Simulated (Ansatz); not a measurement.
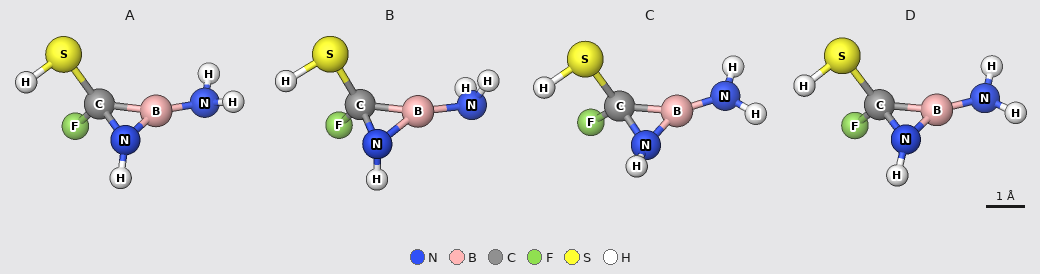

4 geometries from one relaxation of CH$_{4}$BFN$_{2}$S, in shuffled order. Style: ball-and-stick. Shown at a tilt.

The run prepares an end point of a later path (inversion) calculation, from a guessed geometry.

Computed with RKS B3LYP-D4/def2-mTZVP in Ansatz. (no spin polarisation; force threshold 0.015 eV/Å; at most 40 steps)

Order the frames from highest to lowest energy.

Answer. B, A, D, C. They are steps 0, 3, 5, 20, at +1.922 eV, +0.336 eV, +0.069 eV relative to the last. After 17 accepted moves (20 points after the start) the energy has fallen by 1.922 eV. The largest force component goes from 4.1 to 0.0051 eV/Å. The line search rejected the trial steps at points 6, 12, 18 of the run. The largest move after the best rigid fit is that of an H atom, 0.94 Å. Largest moves by element: H 0.94 Å, N 0.43 Å, B 0.26 Å, F 0.24 Å, C 0.21 Å, S 0.20 Å. Near-neighbour distances that change, for instance: B–N 1.576 → 1.383 Å, B–N 1.552 → 1.385 Å, C–S 1.755 → 1.815 Å, H–N 1.058 → 1.008 Å. Among the angles between lasting bonds that change: B–N–H 109.5° → 150.8°, B–N–H 102.1° → 122.6°, B–N–H 105.8° → 123.6°. Cost: 77 s on 2 threads of Intel(R) Xeon(R) CPU @ 2.60GHz (Ice Lake) (shared host), peak memory 0.33 GiB.
